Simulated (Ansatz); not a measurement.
Pressure series in C

Start from C in the graphite type structure (space group P6_3/mmc, No. 194; layered, stacked along the Cartesian z axis).

```
CELL_PARAMETERS angstrom
      2.46498     0.00000     0.00000
     -1.23249     2.13473     0.00000
      0.00000     0.00000     6.72886
ATOMIC_POSITIONS crystal
  C  0.00000 0.00000 0.25000
  C  0.00000 0.00000 0.75000
  C  0.33333 0.66667 0.25000
  C  0.66667 0.33333 0.75000
```

Cell and atoms are relaxed at each pressure.

All numbers come from plane-wave PAW DFT at the PBE-D3(BJ) level (Ansatz, an electronic-structure program, 420 eV), no spin-orbit coupling, earlier PAW set.

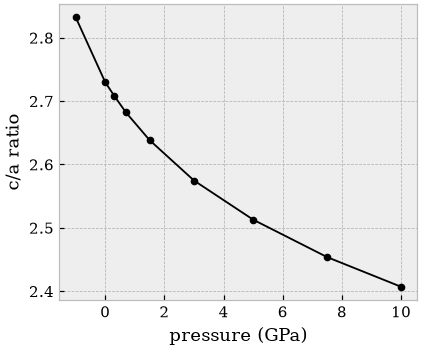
Fig. 1. c/a ratio against pressure

| pressure (GPa) | c/a ratio |
|---|---|
| -1 | 2.833 |
| 0.3 | 2.709 |
| 0.7 | 2.682 |
| 1.5 | 2.638 |
| 3 | 2.575 |
| 5 | 2.513 |
| 7.5 | 2.454 |
| 10 | 2.407 |

The mesh was chosen for an insulator and is coarse for the gapless case. Load acts through the strain it causes; cell and atoms are relaxed under it. Whether these cells are dynamically stable was not tested. No other phases were tried under pressure.
